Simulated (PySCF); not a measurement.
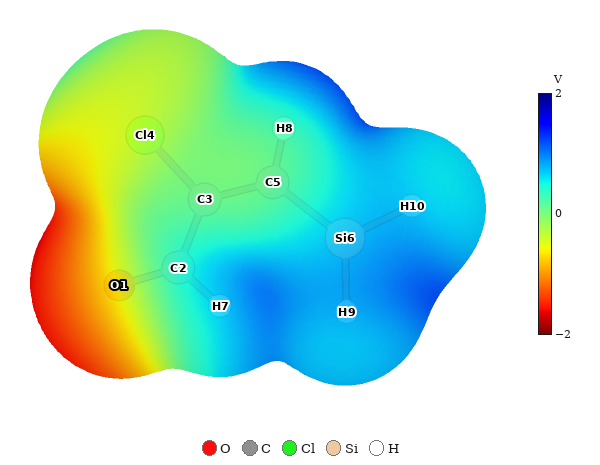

*C3H4ClOSi (SMILES O=C/C(Cl)=C\[SiH2]) (doublet). The molecular electrostatic potential painted on the density surface at 0.001 e/bohr³, seen across its widest extent; red is negative and blue positive.*

Geometry: GFN2-xTB.

All numbers below come from UKS B3LYP, pcH-1 on C Cl H O Si, non-relativistic, mean-field spin-orbit, GIAO (PySCF 2.14.0, density-fitted response routines).

```xyz
10

O    -2.4101   -1.5394    0.2211
C    -1.3145   -1.0212    0.1311
C    -1.0173    0.3741    0.0284
Cl   -2.3723    1.4471    0.0342
C     0.2542    0.9037   -0.0741
Si    1.8331    0.0335   -0.0994
H    -0.3868   -1.6389    0.1203
H     0.3057    1.9846   -0.1479
H     2.0888   -1.3919   -0.0169
H     3.0282    0.8532   -0.2191
```

### Where is the surface potential most negative and most positive?

The most negative region (about −1.6 V, or −37 kcal/mol for a unit charge) lies over O1, the most positive (about +1.2 V, or +28 kcal/mol for a unit charge) over Si6 and H8. Cl4 shows a σ-hole: about +0.2 V at the tip opposite its bond, against about −0.5 V, or −12 kcal/mol for a unit charge on its flanks. O1 is the likeliest acceptor of a hydrogen bond.
